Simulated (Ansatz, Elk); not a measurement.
**How far do independent atoms describe Co2BiB2C?**

The structure of Co2BiB2C used here is made up (a known structure type with other elements) and was relaxed beforehand with PBEsol. The aim is the Fourier transform of its all-electron density, F(hkl), set beside the sum over free spherical atoms that refinements use.

Program: Elk 11.2.3 (patched build). Level of theory: DFT, PBE, all-electron APW+lo, Dirac cores, scalar-relativistic bands, static density, no spin. Results are calculated unless marked as measured.

The structure was built from a prototype and need not be the compound's stable phase.

**1. Starting point**

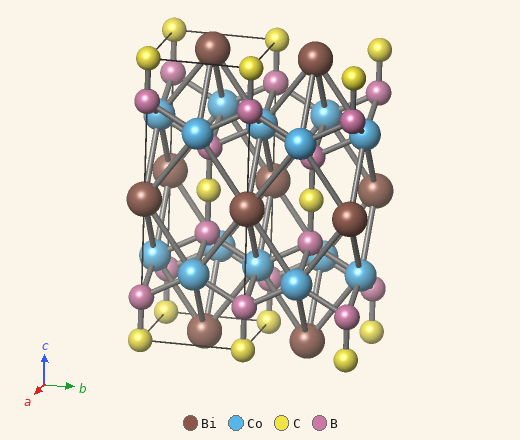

Start, viewed slightly off an axis; bismuth brown, cobalt blue, carbon yellow, boron pink. 1×2×1 cells are drawn. This picture shows the conventional cell, with its axes. Some periodic images of atoms are drawn too.

**2. Ground state and structure factors**

An all-electron density is needed, since X-rays see the cores too. Task 0 finds the density and task 195 Fourier-transforms it; tshift is off so that phases refer to the origin typed.

elk.in

```
tasks
  0
  195

xctype
  20

spinpol
  .false.

rgkmax
  7.0

gmaxvr
  14.0

lmaxo
  7

lmaxapw
  8

swidth
  0.002

tshift
  .false.

ramdisk
  .false.

hmaxvr
  5.5

maxscl
  120

epspot
  1e-06

sppath
  './'

avec
  -3.42088386801 3.42088386801 9.48296857710
  3.42088386801 -3.42088386801 9.48296857710
  3.42088386801 3.42088386801 -9.48296857710

atoms
  4
  'Bi.in'
  1
  0.5000000000 0.5000000000 -0.0000000000   0.000000 0.000000 0.000000
  'Co.in'
  2
  0.2500000000 0.7500000000 0.5000000000   0.000000 0.000000 0.000000
  0.7500000000 0.2500000000 0.5000000000   0.000000 0.000000 0.000000
  'C.in'
  1
  -0.0000000000 -0.0000000000 -0.0000000000   0.000000 0.000000 0.000000
  'B.in'
  2
  0.8476952375 0.8476952375 -0.0000000000   0.000000 0.000000 0.000000
  0.1523047625 0.1523047625 -0.0000000000   0.000000 0.000000 0.000000

ngridk
  9 9 9
```

Started as:

```console
OMP_NUM_THREADS=4 elk
```

Numbers of over 12 decimals in the logs are rounded to 6 here.

What it wrote:

```text
┌─────────────────────────┐
│ Elk code version 11.2.3 │
└─────────────────────────┘

All units are atomic (Hartree, Bohr, etc.)

┌─────────────────────────────────────────────────┐
│ Ground-state run starting from atomic densities │
└─────────────────────────────────────────────────┘

Lattice vectors :
  -3.420883868       3.420883868       9.482968577
   3.420883868      -3.420883868       9.482968577
   3.420883868       3.420883868      -9.482968577

Reciprocal lattice vectors :
  0.3143273262E-16  0.9183570021      0.3312878903
  0.9183570021      0.3143273262E-16  0.3312878903
  0.9183570021      0.9183570021      0.1664520573E-17

Unit cell volume      :    443.8957274
Brillouin zone volume :   0.5588028857

Muffin-tin inner radius fraction :   0.1000000000E-01

Nuclei treated as point charges

Species : 1 (Bi)
 parameters loaded from : Bi.in
 name : bismuth
 nuclear charge    :   -83.00000000
 electronic charge :    83.00000000
 atomic mass :    380947.9285
 muffin-tin radius :    2.800000000
 number of radial points in muffin-tin :   1393
 inner part over the whole radius :   0.9976520004E-02
 number on inner part of muffin-tin    :   1001
 approximate nuclear radius :   0.1052171418E-03
 number of mesh points to nuclear radius :    526
 atomic positions (lattice), magnetic fields (Cartesian) :
  1 :   0.50000000  0.50000000  0.00000000    0.00000000  0.00000000  0.00000000

Species : 2 (Co)
 parameters loaded from : Co.in
 name : cobalt
 nuclear charge    :   -27.00000000
 electronic charge :    27.00000000
 atomic mass :    107428.6517
 muffin-tin radius :    2.393930181
 number of radial points in muffin-tin :    993
 inner part over the whole radius :   0.9848594772E-02
 number on inner part of muffin-tin    :    700
 approximate nuclear radius :   0.7243775530E-04
 number of mesh points to nuclear radius :    333
 atomic positions (lattice), magnetic fields (Cartesian) :
  1 :   0.25000000 -0.25000000  0.50000000    0.00000000  0.00000000  0.00000000
  2 :  -0.25000000  0.25000000  0.50000000    0.00000000  0.00000000  0.00000000

Species : 3 (C)
 parameters loaded from : C.in
 name : carbon
 nuclear charge    :   -6.000000000
 electronic charge :    6.000000000
 atomic mass :    21894.16674
 muffin-tin radius :    1.419301277
 number of radial points in muffin-tin :    593
 inner part over the whole radius :   0.9937079944E-02
 number on inner part of muffin-tin    :    403
 approximate nuclear radius :   0.4747601631E-04
 number of mesh points to nuclear radius :    168
 atomic positions (lattice), magnetic fields (Cartesian) :
  1 :   0.00000000  0.00000000  0.00000000    0.00000000  0.00000000  0.00000000

Species : 4 (B)
 parameters loaded from : B.in
 name : boron
 nuclear charge    :   -5.000000000
 electronic charge :    5.000000000
 atomic mass :    19707.24742
 muffin-tin radius :    1.419301277
 number of radial points in muffin-tin :    593
 inner part over the whole radius :   0.9988292794E-02
 number on inner part of muffin-tin    :    402
 approximate nuclear radius :   0.4534157419E-04
 number of mesh points to nuclear radius :    164
 atomic positions (lattice), magnetic fields (Cartesian) :
  1 :  -0.15230476 -0.15230476  0.00000000    0.00000000  0.00000000  0.00000000
  2 :   0.15230476  0.15230476  0.00000000    0.00000000  0.00000000  0.00000000

Total number of atoms per unit cell :    6
Total muffin-tin volume :    242.8155695
 ratio of muffin-tin to unit cell volume :   0.5470103777

Spin treatment :
 spin-unpolarised

Number of Bravais lattice symmetries :   16
Number of crystal symmetries         :   16
Crystal has inversion symmetry
Real symmetric eigensolver will be used

k-point grid :      9     9     9
k-point offset :    0.000000000       0.000000000       0.000000000
k-point set is reduced with full crystal symmetry group
Total number of k-points :       75

Muffin-tin radius times maximum |G+k| :    7.000000000
 using average radius
Maximum |G+k| for APW functions       :    3.545571169
[...]
from k-point 66 to k-point 4
Estimated direct band gap   :   0.1148266785E-01
 at k-point 54

Charges :
 core                        :    98.00000000
 valence                     :    55.00000000
 interstitial                :    7.756464460
 muffin-tins (core leakage)
  species : 1 (Bi)
[...]
species : 2 (Co)
[...]
species : 3 (C)
[...]
species : 4 (B)
[...]
total in muffin-tins        :    145.2435355
 total calculated charge     :    152.9964814
 total charge                :    153.0000000
 error                       :   0.3518638947E-02

RMS change in Kohn-Sham potential (target) :    2.736437987     (  0.1000000000E-05)
Absolute change in total energy (target)   :   0.8713852795     (  0.1000000000E-03)

[... loops 3 to 18 left out ...]

┌──────────────────┐
│ Loop number : 19 │
└──────────────────┘

Energies :
 Fermi                       :     0.347049
 sum of occupied eigenvalues :     -15011.043395521
 electron kinetic            :      28162.166201357
 core electron kinetic       :      27731.428643761
 Coulomb                     :     -52086.630590250
 Coulomb potential           :     -42478.729774647
 nuclear-nuclear             :     -2140.5595988947
 electron-nuclear            :     -57457.273149539
 Hartree                     :      7511.2021581841
 Madelung                    :     -30847.265702926
 xc potential                :     -694.47982223170
 exchange                    :     -523.48703125844
 correlation                 :     -8.276205
 electron entropic           :    -0.14944270932662E-02
 total energy                :     -24456.229119689

Density of states at Fermi energy :    108.2026866
 (states/Hartree/unit cell)

Estimated indirect band gap :   0.3869590393E-03
 from k-point 26 to k-point 5
Estimated direct band gap   :   0.3780377034E-02
 at k-point 52

Charges :
 core                        :    98.00000000
 valence                     :    55.00000000
 interstitial                :    8.060954311
 muffin-tins (core leakage)
  species : 1 (Bi)
[...]
species : 2 (Co)
[...]
species : 3 (C)
[...]
species : 4 (B)
[...]
total in muffin-tins        :    144.9390457
 total calculated charge     :    152.9962597
 total charge                :    153.0000000
 error                       :   0.3740346039E-02

RMS change in Kohn-Sham potential (target) :   0.7952834559E-06 (  0.1000000000E-05)
Absolute change in total energy (target)   :   0.1526652704E-04 (  0.1000000000E-03)

Convergence targets achieved

┌──────────────────┐
│ Loop number : 20 │
└──────────────────┘

Energies :
 Fermi                       :     0.347049
 sum of occupied eigenvalues :     -15011.043377254
 electron kinetic            :      28162.166188609
 core electron kinetic       :      27731.428652012
 Coulomb                     :     -52086.630561879
 Coulomb potential           :     -42478.729789888
 nuclear-nuclear             :     -2140.5595988947
 electron-nuclear            :     -57457.273076266
 Hartree                     :      7511.2021132814
 Madelung                    :     -30847.265666935
 xc potential                :     -694.47977597499
 exchange                    :     -523.48702824477
 correlation                 :     -8.276205
 electron entropic           :    -0.14944298233999E-02
 total energy                :     -24456.229101033

Density of states at Fermi energy :    108.2028854
 (states/Hartree/unit cell)

Estimated indirect band gap :   0.3869656353E-03
 from k-point 26 to k-point 5
Estimated direct band gap   :   0.3780433442E-02
 at k-point 52

Charges :
 core                        :    98.00000000
 valence                     :    55.00000000
 interstitial                :    8.060955678
 muffin-tins (core leakage)
  species : 1 (Bi)
[...]
species : 2 (Co)
[...]
species : 3 (C)
   atom 1                    :    4.213835289     (  0.1005219584E-03)
  species : 4 (B)
   atom 1                    :    3.157585604     (  0.9397171973E-03)
   atom 2                    :    3.157585604     (  0.9397171973E-03)
 total in muffin-tins        :    144.9390443
 total calculated charge     :    152.9962597
 total charge                :    153.0000000
 error                       :   0.3740346650E-02

┌──────────────────────────────┐
│ Self-consistent loop stopped │
└──────────────────────────────┘

Warning : core states of species 1 leak from the muffin-tin :   0.6810731785E-03

Warning : core states of species 2 leak from the muffin-tin :   0.5191990040E-03

Warning : core states of species 3 leak from the muffin-tin :   0.1005219584E-03

Warning : core states of species 4 leak from the muffin-tin :   0.9397171973E-03

Wrote STATE.OUT
```

Elapsed: 51 s, on 4 threads of INTEL XEON PLATINUM 8581C at 2.30GHz (Emerald Rapids), shared host; peak memory 0.24 GiB; 2.9 min of CPU time.

SFACRHO.OUT:

```text

h k l indices transformed by vhmat matrix:
   1.000000000       0.000000000       0.000000000    
   0.000000000       1.000000000       0.000000000    
   0.000000000       0.000000000       1.000000000    

      h      k      l  multipl.   |H|            Re(F)            Im(F)           |F|

      0      0      0      1   0.0000000       153.00000      0.99134294E-17   153.00000    
     -1     -1      1      2  0.66257578       30.615196     -0.63142980E-13   30.615196    
     -1      0      0      8  0.97628441      -65.772019      0.25026181E-13   65.772019    
      0      0      1      4   1.2987529       37.700824      0.63026966E-14   37.700824    
      2      2     -2      2   1.3251516       111.91617      0.62565453E-13   111.91617    
      1      2     -1      8   1.3531979      -71.638137      0.24641163E-13   71.638137    
      0      2     -1      8   1.4580006       111.17589      0.43507053E-13   111.17589    
     -1      1     -1      4   1.8367140       108.17063      0.36913974E-14   108.17063    
     -2     -2      3      8   1.8554746       26.967535     -0.68918252E-13   26.967535    
     -2     -3      3      8   1.8939829      -60.550083     -0.36961744E-13   60.550083    
      2      0      0      8   1.9525688       28.592494      0.48512289E-13   28.592494    
     -3     -3      3      2   1.9877273       33.243827      0.58137744E-13   33.243827    
     -1      0      2     16   2.0800600      -56.749779      0.18480872E-13   56.749779    
      3      1     -3      8   2.2648499       91.566308      0.74115998E-13   91.566308    
      3      0     -2     16   2.2813730      -60.557812      0.21561017E-13   60.557812    
      2      4     -3      8   2.3744092       95.016285     -0.45047126E-13   95.016285    
     -4     -3      3      8   2.4942356      -52.318356      0.15400727E-12   52.318356    
      0      0      2      4   2.5975059       91.595871     -0.53988279E-14   91.595871
```

Elk indexes on the primitive cell of elk.in and gives |H| = 4π sin θ/λ in inverse bohr. Below, one row stands for each form hkl of the conventional cell (m members, Friedel mates merged), F is for one primitive cell and the density is static (no thermal factor). Free-atom factors are Waasmaier and Kirfel's, and R is Σm||F|−|F'||/Σm|F|. Elk warned that it couldn't find a linearisation energy, which lowers the accuracy of some states in this run and its variants.

```csv
hkl,m,sin θ/λ (Å⁻¹),"abs F, DFT",neutral atoms,diff.
002,2,0.100,30.615,31.327,-0.712
101,8,0.147,65.772,66.397,-0.625
110,4,0.195,37.701,37.190,+0.511
004,2,0.199,111.916,111.886,+0.030
103,8,0.203,71.638,71.543,+0.096
112,8,0.219,111.176,111.106,+0.070
200,4,0.276,108.171,108.069,+0.102
114,8,0.279,26.968,26.630,+0.337
105,8,0.285,60.550,60.629,-0.079
202,8,0.294,28.593,28.251,+0.342
006,2,0.299,33.244,32.916,+0.328
211,16,0.313,56.750,56.870,-0.120
204,8,0.341,91.566,91.775,-0.209
213,16,0.343,60.558,60.642,-0.084
116,8,0.357,95.016,95.427,-0.410
107,8,0.375,52.318,51.964,+0.354
220,4,0.391,91.596,91.453,+0.143
215,16,0.397,53.711,53.571,+0.140
008,2,0.399,87.089,87.734,-0.645
222,8,0.403,27.120,26.969,+0.151
206,8,0.407,30.913,30.905,+0.008
301,8,0.417,50.533,50.693,-0.160
```

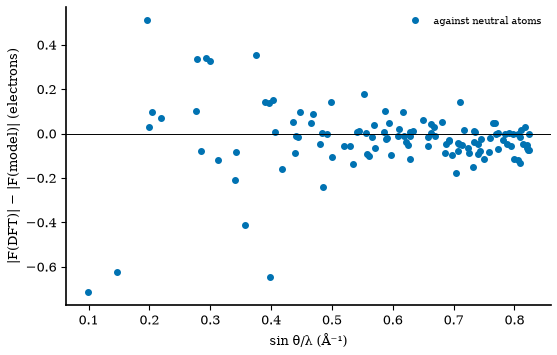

Difference between the calculated structure factors and the independent-atom ones.

**3. The highest occupied states alone**

An energy window below the Fermi level keeps the highest occupied states, to see at which angles they scatter; shallow core shells can lie inside it and anion s states outside. No new self-consistency is needed.

Edit elk.in of step 2 so:

```diff
@@ -1,3 +1,2 @@
 tasks
-  0
   195
@@ -40,2 +39,5 @@
 
+wsfac
+  -0.020440 0.647050
+
 sppath
```

Started as:

```console
OMP_NUM_THREADS=4 elk
```

What it wrote:

```text
┌─────────────────────────────────┐
│ Elk code version 11.2.3 started │
└─────────────────────────────────┘

Info(readinput): the functional depends on the density's gradient
 muffin-tin radial points multiplied by    2.00000
 (not where nrmtscf is given)

┌────────────────────┐
│ Current task : 195 │
└────────────────────┘
Info(checkmt): changed muffin-tin radius of species 2 (Co) from   2.4000 to   2.3939
Info(checkmt): changed muffin-tin radius of species 3 (C) from   1.8000 to   1.4193
Info(checkmt): changed muffin-tin radius of species 4 (B) from   1.8000 to   1.4193

Warning(linengy): could not find 1 linearisation energies in s.c. loop 1

Info(sfacrho): density structure factors written to SFACRHO.OUT

 Energy window :  -0.2044000000E-01  0.6470500000

┌──────────────────┐
│ Elk code stopped │
└──────────────────┘
```

The job ended after 6.6 s (4 threads; peak memory 0.16 GiB).

States within 10 eV below the Fermi level hold 29.51 electrons; any levels below the window count with the cores, and a count that is not whole means the window cuts a band. Their amplitudes can exceed the total, where window and core parts have opposite phase:

```csv
hkl,sin θ/λ (Å⁻¹),"abs F, window","abs F, all"
002,0.100,12.739,30.615
101,0.147,2.778,65.772
110,0.195,6.556,37.701
004,0.199,10.106,111.916
103,0.203,0.550,71.638
112,0.219,9.657,111.176
200,0.276,8.216,108.171
114,0.279,6.544,26.968
105,0.285,0.874,60.550
202,0.294,6.043,28.593
```

(Part 1 of 2 ends here.)

[Logs are printed without paths, hosts, clocks, repeated set-up lines and the standing remarks that a program may print on its own settings, such as how far it seeks lower states.]

[Hosts, paths, dates, database ids (printed as entryN), source tags and the programs' standing remarks are cut or masked in the printed files.]
